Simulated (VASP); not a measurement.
# LaGe3Ir under strain, part 3 of 4

How does the pressure of LaGe3Ir answer to a change of volume? The bands are shown for each cell. All runs use r2SCAN. Left out of this account: 1 further run (self-consistent run: a reference on another mesh). The start is a computed cell from the Materials Project.

VASP 6.6.1; r2SCAN; plane waves and PAW (La, Ge_d, Ir).

Still holding for the runs below: Spin-orbit coupling is off here; with elements this heavy it splits and shifts levels by tenths of an eV or more.

So far, pressure (GPa): step 2 (bands, cell as listed) -0.242; step 3 (cell volume +4.0 %) -4.63; step 4 (cell volume +8.0 %) -8.03.

## Step 5: Bands, sheared, principal strains -2.2, +0.0, +2.2 %

The mesh alone shows little of the dispersion and can miss band extrema, so KPOINTS_OPT adds a path through the symmetry points after the self-consistent cycle.

INCAR

```
SYSTEM = LaGe3Ir
PREC = Accurate
ENCUT = 410
EDIFF = 1E-06
NELM = 100
ISMEAR = -1
SIGMA = 0.05
LREAL = .FALSE.
ALGO = Normal
METAGGA = R2SCAN
LASPH = .TRUE.
NBANDS = 47
LORBIT = 11
LWAVE = .FALSE.
LCHARG = .FALSE.
KPAR = 4
```

POSCAR

```
LaGe3Ir
1.0
   -2.1982540000      2.2240200000      5.0740110000
    2.2916900000     -2.1210780000      5.0698270000
    2.2201840000      2.1430080000     -5.0286990000
La Ge Ir
1 3 1
Direct
    0.5785260100      0.5785260100      0.0000000000
    0.3426279300      0.8426279300      0.5000000000
    0.8426279300      0.3426279300      0.5000000000
    0.0004854700      0.0004854700      0.0000000000
    0.2387701500      0.2387701500      0.0000000000
```

KPOINTS

```
Automatic mesh
0
Gamma
10 10 10
0 0 0
```

KPOINTS_OPT

```
Line mode
16
Line-mode
Reciprocal
 -0.50000000   0.00000000   0.00000000 X
  0.00000000   0.00000000   0.00000000 GAMMA

  0.00000000   0.00000000   0.00000000 GAMMA
  0.00000000   0.50000000   0.00000000 Y

 -0.50000000   0.50000000   0.00000000 L
  0.00000000   0.00000000   0.00000000 GAMMA

  0.00000000   0.00000000   0.00000000 GAMMA
  0.50000000   0.00000000  -0.50000000 Z

  0.00000000   0.00000000  -0.50000000 N
  0.00000000   0.00000000   0.00000000 GAMMA

  0.00000000   0.00000000   0.00000000 GAMMA
  0.50000000   0.50000000  -0.50000000 M

  0.00000000   0.50000000  -0.50000000 R
  0.00000000   0.00000000   0.00000000 GAMMA
```

PAW data sets: La, Ge_d and Ir (PBE family, release 64).

Launch:

```
$ mpirun -np 4 vasp_std
```

What it wrote:

```text
[... set-up lines as in an earlier step ...]
 entering main loop
       N       E                     dE             d eps       ncg     rms          rms(c)
DAV:   1     0.526637449082E+03    0.52664E+03   -0.22545E+04 58324   0.286E+03
DAV:   2     0.263759622340E+01   -0.52400E+03   -0.45560E+03 47424   0.712E+02
DAV:   3    -0.125960313549E+03   -0.12860E+03   -0.12208E+03 48714   0.209E+02
DAV:   4    -0.136807890131E+03   -0.10848E+02   -0.10620E+02 68502   0.677E+01
[...]
DAV:  13    -0.127624931465E+03    0.22882E-04   -0.13692E-04 72585   0.105E-01    0.165E-02
DAV:  14    -0.127624929813E+03    0.16512E-05   -0.19338E-05 74978   0.396E-02    0.664E-03
DAV:  15    -0.127624928877E+03    0.93651E-06   -0.39979E-06 64442   0.188E-02
```

Run time: 21 min. Hardware: 4 MPI ranks of Intel Xeon 6975P-C (Granite Rapids), shared host.

The run was cut off at its time limit.

More ranks or a longer limit would be the way on.

## Step 6: Bands, volume times 0.96

The cell is compressed evenly, with fractional positions held.

INCAR is that of step 5.

POSCAR, as its differences from that of step 5:

```diff
@@ -2,5 +2,5 @@
 1.0
-   -2.1982540000      2.2240200000      5.0740110000
-    2.2916900000     -2.1210780000      5.0698270000
-    2.2201840000      2.1430080000     -5.0286990000
+   -2.1935641004      2.1935641004      4.9834876040
+    2.1935641004     -2.1935641004      4.9834876040
+    2.1935641004      2.1935641004     -4.9834876040
 La Ge Ir
```

KPOINTS is that of step 5.

KPOINTS_OPT

```
Line mode
16
Line-mode
Reciprocal
  0.00000000   0.00000000   0.00000000 GAMMA
  0.00000000   0.00000000   0.50000000 X

  0.00000000   0.00000000   0.50000000 X
 -0.09687326   0.09687326   0.50000000 Y

 -0.09687326   0.09687326   0.50000000 Y
 -0.29843663   0.29843663   0.29843663 S

 -0.29843663   0.29843663   0.29843663 S
  0.00000000   0.00000000   0.00000000 GAMMA

  0.00000000   0.00000000   0.00000000 GAMMA
  0.50000000   0.50000000  -0.50000000 Z

  0.50000000   0.50000000  -0.50000000 Z
  0.29843663   0.70156337  -0.29843663 S1

  0.29843663   0.70156337  -0.29843663 S1
  0.00000000   0.50000000   0.00000000 N

  0.00000000   0.50000000   0.00000000 N
  0.25000000   0.25000000   0.25000000 P

  0.25000000   0.25000000   0.25000000 P
  0.50000000   0.50000000  -0.09687326 Y1

  0.50000000   0.50000000  -0.09687326 Y1
  0.50000000   0.50000000  -0.50000000 Z

  0.00000000   0.00000000   0.50000000 X
  0.25000000   0.25000000   0.25000000 P
```

Launch:

```
$ mpirun -np 4 vasp_std
```

What it wrote:

```text
[... set-up lines as in an earlier step ...]
 entering main loop
       N       E                     dE             d eps       ncg     rms          rms(c)
DAV:   1     0.525658684043E+03    0.52566E+03   -0.22405E+04 11843   0.289E+03
DAV:   2     0.200866929058E+01   -0.52365E+03   -0.45338E+03  9604   0.711E+02
DAV:   3    -0.126137112110E+03   -0.12815E+03   -0.12175E+03  9931   0.210E+02
DAV:   4    -0.136772995092E+03   -0.10636E+02   -0.10440E+02 13867   0.677E+01
DAV:   5    -0.137372592431E+03   -0.59960E+00   -0.59573E+00 15017   0.154E+01    0.146E+01
DAV:   6    -0.128078382533E+03    0.92942E+01   -0.72442E+00 14738   0.216E+01    0.515E+00
DAV:   7    -0.127592702744E+03    0.48568E+00   -0.22278E+00 13853   0.115E+01    0.379E+00
DAV:   8    -0.127614085722E+03   -0.21383E-01   -0.36584E-01 14027   0.589E+00    0.127E+00
DAV:   9    -0.127599022015E+03    0.15064E-01   -0.14401E-01 14712   0.327E+00    0.511E-01
DAV:  10    -0.127601708313E+03   -0.26863E-02   -0.21464E-02 15014   0.138E+00    0.204E-01
DAV:  11    -0.127601666193E+03    0.42120E-04   -0.25796E-03 15899   0.413E-01    0.105E-01
DAV:  12    -0.127601773328E+03   -0.10713E-03   -0.79372E-04 14700   0.176E-01    0.283E-02
DAV:  13    -0.127601765117E+03    0.82105E-05   -0.86380E-05 14787   0.977E-02    0.126E-02
DAV:  14    -0.127601762211E+03    0.29067E-05   -0.23815E-05 14715   0.423E-02    0.542E-03
DAV:  15    -0.127601762492E+03   -0.28090E-06   -0.29442E-06 12149   0.147E-02
   1 F= -.12760176E+03 E0= -.12759625E+03  d E =-.110248E-01
 Start KPOINTS_OPT (optional k-point list driver)
k-point batch [1-102\176]
       N       E                     dE             ncg
DAV:   1     0.173123792392E+05   -0.98082E+05    11935
DAV:   2    -0.372248865660E+05   -0.54537E+05     9596
DAV:   3    -0.502381559693E+05   -0.13013E+05     9882
DAV:   4    -0.512764720538E+05   -0.10383E+04    13578
DAV:   5    -0.513321549012E+05   -0.55683E+02    15509
DAV:   6    -0.513344891084E+05   -0.23342E+01    15325
DAV:   7    -0.513345649892E+05   -0.75881E-01    15661
DAV:   8    -0.513345683354E+05   -0.33461E-02    15505
DAV:   9    -0.513345684580E+05   -0.12268E-03    14459
DAV:  10    -0.513345684622E+05   -0.41912E-05     7911
DAV:  11    -0.513345684631E+05   -0.84248E-06     6956
k-point batch [103-176\176]
       N       E                     dE             ncg
DAV:   1     0.455200038260E+05   -0.10507E+06     8598
DAV:   2     0.576315496358E+04   -0.39757E+05     6964
DAV:   3    -0.385218523966E+04   -0.96153E+04     7131
DAV:   4    -0.460152904121E+04   -0.74934E+03     9881
DAV:   5    -0.463917511815E+04   -0.37646E+02    11067
DAV:   6    -0.464094097559E+04   -0.17659E+01    11228
DAV:   7    -0.464100108774E+04   -0.60112E-01    11449
DAV:   8    -0.464100335068E+04   -0.22629E-02    11329
DAV:   9    -0.464100343120E+04   -0.80528E-04    10679
DAV:  10    -0.464100343363E+04   -0.24244E-05     5966
DAV:  11    -0.464100343417E+04   -0.54626E-06     5185
```

It took 8.7 min on 4 MPI ranks; peak memory 2.5 GiB; 29 min of CPU time.

Parts of OUTCAR (step 6):

```text
   ENCUT  =  410.0 eV  30.13 Ry    5.49 a.u.   9.69  9.69  9.69*2*pi/ulx,y,z

   NELECT =      62.0000    total number of electrons

 E-fermi :   8.8101

 k-point     1 :       0.0000    0.0000    0.0000
  band No.  band energies     occupation
    ...
     28       5.9134      2.00000
     29       7.1553      2.00000
     30       7.1553      2.00000
     31       8.6710      1.88345
     32       8.6710      1.88341
     33      10.3036      0.00000
     34      10.4140      0.00000
     35      11.1091      0.00000
     36      11.1711      0.00000
     37      11.1711      0.00000
    ...

  Total        3.1222105      3.1222105      3.2409665      0.0000000      0.0000000      0.0000000
  in kB       52.1529313     52.1529313     54.1366137      0.0000000      0.0000000      0.0000000
  external PRESSURE =      52.8141587 kB  Pullay stress =       0.0000000 kB

 POSITION                                       TOTAL-FORCE (eV/Angst)
 -----------------------------------------------------------------------------------
      0.00000      0.00000      5.76615        -0.000000     -0.000000      0.097352
      2.19356      0.00000      3.41496         0.000000     -0.000000      0.142932
      0.00000      2.19356      3.41496        -0.000000      0.000000      0.142932
      0.00000      0.00000      0.00484         0.000000      0.000000     -0.238701
      0.00000      0.00000      2.37982        -0.000000     -0.000000     -0.144517
 -----------------------------------------------------------------------------------
    total drift:                                0.000066      0.000066      0.011908

  FREE ENERGIE OF THE ION-ELECTRON SYSTEM (eV)
  ---------------------------------------------------
  free  energy   TOTEN  =      -127.6017624915 eV

  energy  without entropy=     -127.5907376701  energy(sigma->0) =     -127.59625008

[... 3 parts as in an earlier step ...]

[... 13 further parts left out ...]
```

Numbers from this step:

```
SCF cycles              : 15
free energy (TOTEN)     : -127.6018 eV
energy at zero smearing : -127.5963 eV
Fermi energy            : 8.810 eV
pressure                : 5.281 GPa
```

The electronic bands at the labelled points (eV, zero at the Fermi level; # counts the bands kept, so #1 is VASP's band 21):

| point | #8 | #9 | #10 | #11 | #12 | #13 | #14 | #15 |
| --- | --- | --- | --- | --- | --- | --- | --- | --- |
| Γ | -2.90 | -1.65 | -1.65 | -0.14 | -0.14 | 1.49 | 1.60 | 2.30 |
| X | -3.18 | -3.08 | -2.05 | -1.89 | 2.00 | 2.05 | 2.29 | 2.40 |
| Y | -2.97 | -2.55 | -2.09 | -1.53 | 1.78 | 2.07 | 2.21 | 2.32 |
| S | -2.70 | -2.41 | -1.54 | -0.30 | 0.81 | 1.78 | 2.15 | 2.22 |
| Γ | -2.90 | -1.65 | -1.65 | -0.14 | -0.14 | 1.49 | 1.60 | 2.30 |
| Z | -2.77 | -2.42 | -0.17 | 0.92 | 0.92 | 1.30 | 1.64 | 2.22 |
| S1 | -2.70 | -2.41 | -1.54 | -0.30 | 0.81 | 1.78 | 2.15 | 2.22 |
| N | -2.87 | -2.29 | -1.40 | -0.64 | 0.19 | 1.57 | 2.13 | 2.22 |
| P | -3.01 | -2.51 | -2.51 | -1.94 | 1.53 | 2.16 | 2.16 | 2.40 |
| Y1 | -2.97 | -2.55 | -2.09 | -1.53 | 1.78 | 2.07 | 2.21 | 2.32 |
| Z | -2.77 | -2.42 | -0.17 | 0.92 | 0.92 | 1.30 | 1.64 | 2.22 |
| jump to X | -3.18 | -3.08 | -2.05 | -1.89 | 2.00 | 2.05 | 2.29 | 2.40 |
| P | -3.01 | -2.51 | -2.51 | -1.94 | 1.53 | 2.16 | 2.16 | 2.40 |

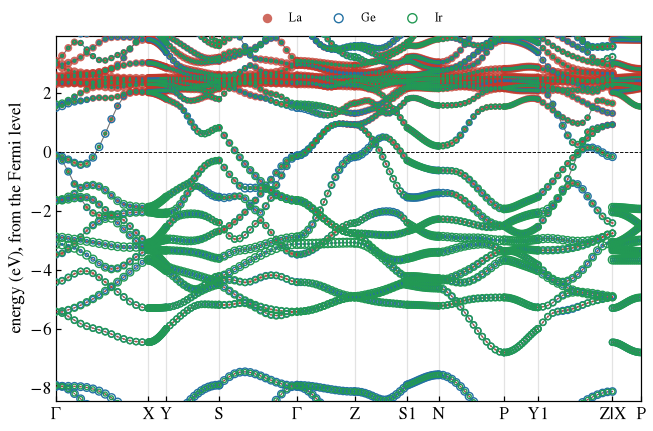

Electronic bands along the path; dots are coloured as in the legend, and their area grows with the weight.

Force by atom:

```csv
atom,x (eV/Å),y (eV/Å),z (eV/Å),size
La1,0.000,0.000,0.097,0.097
Ge2,0.000,0.000,0.143,0.143
Ge3,0.000,0.000,0.143,0.143
Ge4,0.000,0.000,-0.239,0.239
Ir5,0.000,0.000,-0.145,0.145
```

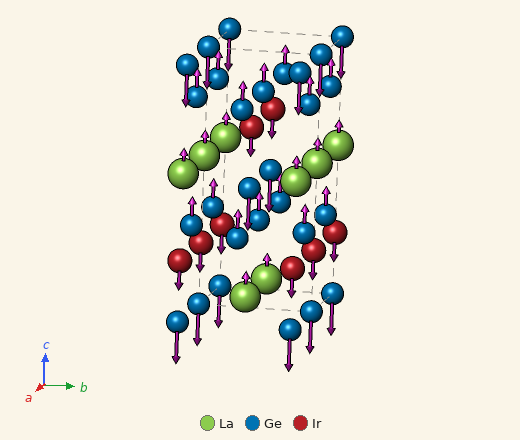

Force as arrows, the longest 0.239 eV/Å. 2×1×1 conventional cells are drawn. Some periodic images of atoms are drawn too.

 The pressure is 5.28 GPa.

## Step 7: Bands, volume times 0.92

The cell is scaled evenly once more. A prediction first. A parabola through the 4 pressures of evenly scaled cells so far, P = -0.24 -123.4 t +288 t² GPa with t = ln(V/V₁) and V₁ the volume at scale 1, gives 12.05 GPa at t = -0.0834.

INCAR is that of step 6.

POSCAR, as its differences from that of step 6:

```diff
@@ -2,5 +2,5 @@
 1.0
-   -2.1935641004      2.1935641004      4.9834876040
-    2.1935641004     -2.1935641004      4.9834876040
-    2.1935641004      2.1935641004     -4.9834876040
+   -2.1626647155      2.1626647155      4.9132882871
+    2.1626647155     -2.1626647155      4.9132882871
+    2.1626647155      2.1626647155     -4.9132882871
 La Ge Ir
```

KPOINTS is that of step 6.

KPOINTS_OPT is that of step 6.

Launch:

```
$ mpirun -np 4 vasp_std
```

What it wrote:

```text
[... set-up lines as in an earlier step ...]
 entering main loop
       N       E                     dE             d eps       ncg     rms          rms(c)
DAV:   1     0.522004783144E+03    0.52200E+03   -0.22251E+04 11842   0.292E+03
DAV:   2     0.355379170922E+00   -0.52165E+03   -0.45188E+03  9596   0.704E+02
DAV:   3    -0.126142427063E+03   -0.12650E+03   -0.12028E+03  9896   0.210E+02
DAV:   4    -0.136555135925E+03   -0.10413E+02   -0.10208E+02 14045   0.674E+01
DAV:   5    -0.137128562045E+03   -0.57343E+00   -0.56986E+00 14669   0.152E+01    0.161E+01
DAV:   6    -0.127815296792E+03    0.93133E+01   -0.68630E+00 14823   0.218E+01    0.519E+00
DAV:   7    -0.127378937944E+03    0.43636E+00   -0.21340E+00 13787   0.118E+01    0.423E+00
DAV:   8    -0.127389568464E+03   -0.10631E-01   -0.34527E-01 14122   0.619E+00    0.121E+00
DAV:   9    -0.127375315649E+03    0.14253E-01   -0.12884E-01 14834   0.320E+00    0.484E-01
DAV:  10    -0.127377773543E+03   -0.24579E-02   -0.21036E-02 14825   0.142E+00    0.185E-01
DAV:  11    -0.127377857156E+03   -0.83613E-04   -0.23876E-03 15704   0.415E-01    0.102E-01
DAV:  12    -0.127377953287E+03   -0.96131E-04   -0.69240E-04 14686   0.178E-01    0.251E-02
DAV:  13    -0.127377947223E+03    0.60645E-05   -0.72312E-05 15195   0.893E-02    0.120E-02
DAV:  14    -0.127377946765E+03    0.45732E-06   -0.21651E-05 15043   0.427E-02    0.502E-03
DAV:  15    -0.127377946729E+03    0.36647E-07   -0.27674E-06 11871   0.134E-02
   1 F= -.12737795E+03 E0= -.12737235E+03  d E =-.111990E-01
 Start KPOINTS_OPT (optional k-point list driver)
k-point batch [1-102\176]
       N       E                     dE             ncg
DAV:   1     0.207280013635E+05   -0.96959E+05    11897
DAV:   2    -0.342526970973E+05   -0.54981E+05     9588
DAV:   3    -0.473347955098E+05   -0.13082E+05     9792
DAV:   4    -0.483794522357E+05   -0.10447E+04    13737
DAV:   5    -0.484346511083E+05   -0.55199E+02    15188
DAV:   6    -0.484370522721E+05   -0.24012E+01    15508
DAV:   7    -0.484371390495E+05   -0.86777E-01    15333
DAV:   8    -0.484371427742E+05   -0.37248E-02    15758
DAV:   9    -0.484371429163E+05   -0.14204E-03    14673
DAV:  10    -0.484371429225E+05   -0.61859E-05     7977
DAV:  11    -0.484371429235E+05   -0.10368E-05     6822
DAV:  12    -0.484371429239E+05   -0.43717E-06     6831
k-point batch [103-176\176]
       N       E                     dE             ncg
DAV:   1     0.476365660745E+05   -0.10405E+06     8500
DAV:   2     0.793438908160E+04   -0.39702E+05     6956
DAV:   3    -0.160944602690E+04   -0.95438E+04     7117
DAV:   4    -0.235121439475E+04   -0.74177E+03     9916
DAV:   5    -0.238792052192E+04   -0.36706E+02    10903
DAV:   6    -0.238975452354E+04   -0.18340E+01    11298
DAV:   7    -0.238982058149E+04   -0.66058E-01    11302
DAV:   8    -0.238982284991E+04   -0.22684E-02    11426
DAV:   9    -0.238982292589E+04   -0.75982E-04    10371
DAV:  10    -0.238982292827E+04   -0.23785E-05     5890
DAV:  11    -0.238982292883E+04   -0.55446E-06     5067
```

Elapsed: 7.9 min, on 4 MPI ranks; peak memory 2.4 GiB.

Parts of OUTCAR (step 7):

```text
   ENCUT  =  410.0 eV  30.13 Ry    5.49 a.u.   9.56  9.56  9.56*2*pi/ulx,y,z

   NELECT =      62.0000    total number of electrons

 E-fermi :   9.3386

 k-point     1 :       0.0000    0.0000    0.0000
  band No.  band energies     occupation
    ...
     28       6.3305      2.00000
     29       7.5800      2.00000
     30       7.5800      2.00000
     31       9.1939      1.89509
     32       9.1939      1.89505
     33      10.9239      0.00000
     34      11.0574      0.00000
     35      11.7459      0.00000
     36      11.8356      0.00000
     37      11.8356      0.00000
    ...

  Total        6.8735879      6.8735879      7.2426232      0.0000000      0.0000000      0.0000000
  in kB      119.8073458    119.8073458    126.2396684      0.0000000      0.0000000      0.0000000
  external PRESSURE =     121.9514533 kB  Pullay stress =       0.0000000 kB

 POSITION                                       TOTAL-FORCE (eV/Angst)
 -----------------------------------------------------------------------------------
      0.00000      0.00000      5.68493         0.000000      0.000000      0.186381
      2.16266      0.00000      3.36686         0.000000     -0.000000      0.322441
      0.00000      2.16266      3.36686        -0.000000      0.000000      0.322441
      0.00000      0.00000      0.00477         0.000000      0.000000     -0.511036
      0.00000      0.00000      2.34629        -0.000000     -0.000000     -0.320227
 -----------------------------------------------------------------------------------
    total drift:                                0.000056      0.000056     -0.007416

  FREE ENERGIE OF THE ION-ELECTRON SYSTEM (eV)
  ---------------------------------------------------
  free  energy   TOTEN  =      -127.3779467288 eV

  energy  without entropy=     -127.3667476871  energy(sigma->0) =     -127.37234721

[... 3 parts as in an earlier step ...]

[... 13 further parts left out ...]
```

This step gave:

| Item | Value |
| --- | --- |
| free energy (TOTEN) | -127.3779 eV |
| energy at zero smearing | -127.3723 eV |
| Fermi energy | 9.339 eV |
| pressure | 12.20 GPa |

Electronic bands along the path, in eV, zero at the Fermi level; # counts the bands kept, so #1 is VASP's band 21:

| point | #8 | #9 | #10 | #11 | #12 | #13 | #14 | #15 |
| --- | --- | --- | --- | --- | --- | --- | --- | --- |
| Γ | -3.01 | -1.76 | -1.76 | -0.14 | -0.14 | 1.59 | 1.72 | 2.41 |
| X | -3.34 | -3.24 | -2.13 | -1.99 | 2.10 | 2.15 | 2.42 | 2.54 |
| Y | -3.10 | -2.68 | -2.18 | -1.60 | 1.84 | 2.19 | 2.32 | 2.47 |
| S | -2.85 | -2.50 | -1.58 | -0.31 | 0.82 | 1.88 | 2.24 | 2.34 |
| Γ | -3.01 | -1.76 | -1.76 | -0.14 | -0.14 | 1.59 | 1.72 | 2.41 |
| Z | -2.88 | -2.51 | -0.13 | 0.89 | 0.89 | 1.34 | 1.68 | 2.30 |
| S1 | -2.85 | -2.50 | -1.58 | -0.31 | 0.82 | 1.88 | 2.24 | 2.34 |
| N | -2.98 | -2.40 | -1.48 | -0.66 | 0.16 | 1.65 | 2.20 | 2.36 |
| P | -3.15 | -2.64 | -2.64 | -2.04 | 1.59 | 2.28 | 2.28 | 2.54 |
| Y1 | -3.10 | -2.68 | -2.18 | -1.60 | 1.84 | 2.19 | 2.32 | 2.47 |
| Z | -2.88 | -2.51 | -0.13 | 0.89 | 0.89 | 1.34 | 1.68 | 2.30 |
| jump to X | -3.34 | -3.24 | -2.13 | -1.99 | 2.10 | 2.15 | 2.42 | 2.54 |
| P | -3.15 | -2.64 | -2.64 | -2.04 | 1.59 | 2.28 | 2.28 | 2.54 |

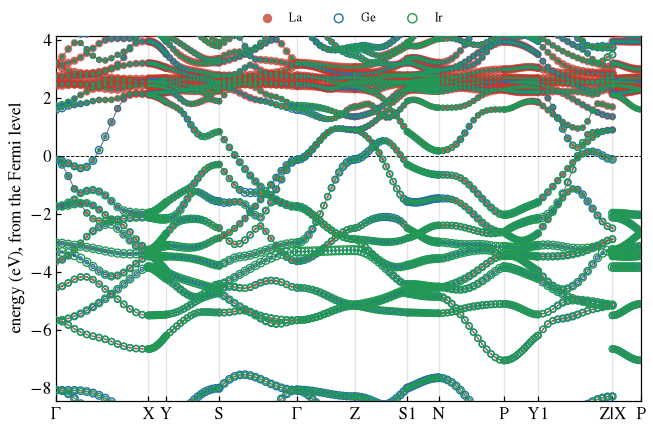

Electronic bands along the path; dots are coloured as in the legend, and their area grows with the weight.

[end of part 3 of 4]

[Lines on the potential files, build, host, timing and source positions are cut from VASP's logs without a mark.]

[Logs are printed without paths, hosts, clocks, repeated set-up lines and the standing remarks that a program may print on its own settings, such as how far it seeks lower states.]

[Hosts, paths, dates, database ids (printed as entryN), source tags and the programs' standing remarks are cut or masked in the printed files.]

[A measured line is paired with the nearest computed mode of its activity, which favours agreement.]
